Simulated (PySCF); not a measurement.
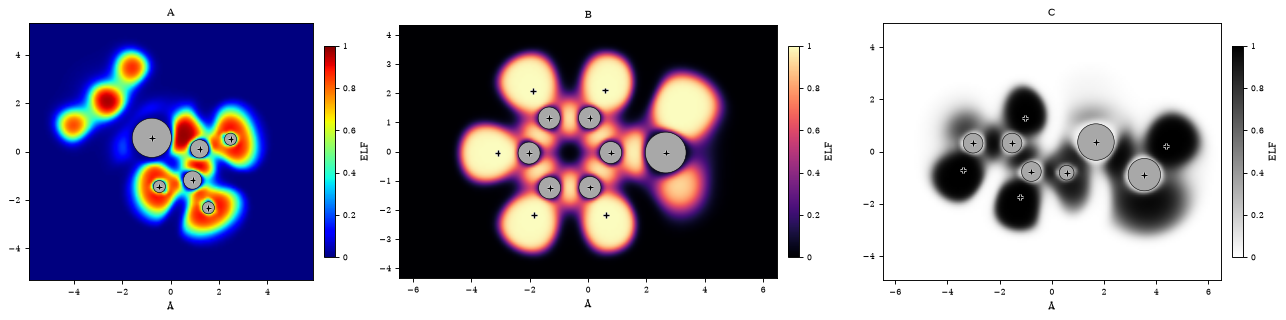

The ELF of 3 systems, each on a plane through atoms (crosses mark nuclei in the plane; grey discs cover the cores).

Computed with PySCF 2.14.0, PBE0/pcSseg-1, SCF density, gas phase, non-relativistic.

System 1: C₅H₉OPSi, the plane of atoms Si3, O5 and C6. Geometry: GFN2-xTB.

```xyz
17

C    -1.7369    2.4521    0.1169
C    -1.6342    1.2687    0.3070
Si   -1.5102   -0.5748    0.5294
P    -3.1563   -1.7321   -0.4452
O    -0.2291   -1.2079   -0.2452
C     1.0938   -0.9550   -0.1577
C     1.6570   -0.0140    0.5802
C     3.1277    0.2252    0.6441
H    -1.8189    3.4902   -0.0367
H    -1.4491   -0.8091    1.9784
H    -4.1305   -1.2242    0.3945
H    -3.4271   -0.7908   -1.4229
H     1.6716   -1.6284   -0.7794
H     1.0308    0.6344    1.1759
H     3.3577    1.2432    0.3316
H     3.6616   -0.4701    0.0022
H     3.4851    0.1046    1.6664
```

System 2: C₄H₆AlF₃N₂, the plane of atoms F5, C4 and Al6. Geometry: GFN2-xTB.

```xyz
16

F     1.8329    0.7018   -1.3560
C     2.8494   -0.0344   -0.7455
F     3.9688    0.1486   -1.4195
C     2.4514   -0.7083    0.3222
F     3.3296   -1.4563    1.0055
Al    0.5640   -0.0221    0.0666
N    -0.2916    1.2079    0.9973
C    -1.5822    0.5596    1.2511
C    -1.9918   -0.3056    0.0482
N    -0.8122   -0.9536   -0.5275
H    -0.1723    2.0461    1.5425
H    -2.3627    1.3045    1.4338
H    -1.5205   -0.0872    2.1342
H    -2.4820    0.3325   -0.6964
H    -2.7213   -1.0507    0.3850
H    -1.0670   -1.6738   -1.1855
```

System 3: C₇H₁₂B₂Si, the plane of atoms C9, C10 and H22. Geometry: GFN2-xTB.

```yaml
atoms:
  - { symbol: B, position_ang: [2.1609, 1.5622, 0.3515] }
  - { symbol: B, position_ang: [2.6272, 0.0081, 0.4598] }
  - { symbol: C, position_ang: [1.9136, -1.0336, 1.3866] }
  - { symbol: Si, position_ang: [0.5447, -1.9187, 0.3788] }
  - { symbol: C, position_ang: [-0.7272, -0.6511, -0.2016] }
  - { symbol: C, position_ang: [-0.7215, -0.1642, -1.5052] }
  - { symbol: C, position_ang: [-1.6200, 0.8051, -1.9128] }
  - { symbol: C, position_ang: [-2.5488, 1.3085, -1.0176] }
  - { symbol: C, position_ang: [-2.5741, 0.8332, 0.2828] }
  - { symbol: C, position_ang: [-1.6725, -0.1368, 0.6812] }
  - { symbol: H, position_ang: [1.3096, 1.9076, -0.3815] }
  - { symbol: H, position_ang: [2.6454, 2.4318, 0.9758] }
  - { symbol: H, position_ang: [3.5107, -0.4236, -0.1931] }
  - { symbol: H, position_ang: [2.5819, -1.8114, 1.7551] }
  - { symbol: H, position_ang: [1.4223, -0.5855, 2.2509] }
  - { symbol: H, position_ang: [-0.1146, -2.8955, 1.2630] }
  - { symbol: H, position_ang: [1.0983, -2.6219, -0.7864] }
  - { symbol: H, position_ang: [0.0017, -0.5499, -2.2101] }
  - { symbol: H, position_ang: [-1.5969, 1.1716, -2.9294] }
  - { symbol: H, position_ang: [-3.2511, 2.0670, -1.3324] }
  - { symbol: H, position_ang: [-3.2982, 1.2208, 0.9856] }
  - { symbol: H, position_ang: [-1.7017, -0.5042, 1.6980] }
```

**Which map belongs to which system?**

Panel A is system 2, C₄H₆AlF₃N₂: the plane holds F, C and Al. C–F (1.32 Å): the ELF peaks at about 0.85 between the atoms (a polar covalent bond). Panel B is system 3, C₇H₁₂B₂Si: the plane holds Si, C and H. C–C (1.38 Å): the ELF peaks at about 0.95 between the atoms, as expected for a covalent bond. Panel C is system 1, C₅H₉OPSi: the plane holds Si, P, O, C and H. C–O (1.35 Å): the ELF peaks at about 0.90 between the atoms (a shared but strongly polarised pair).
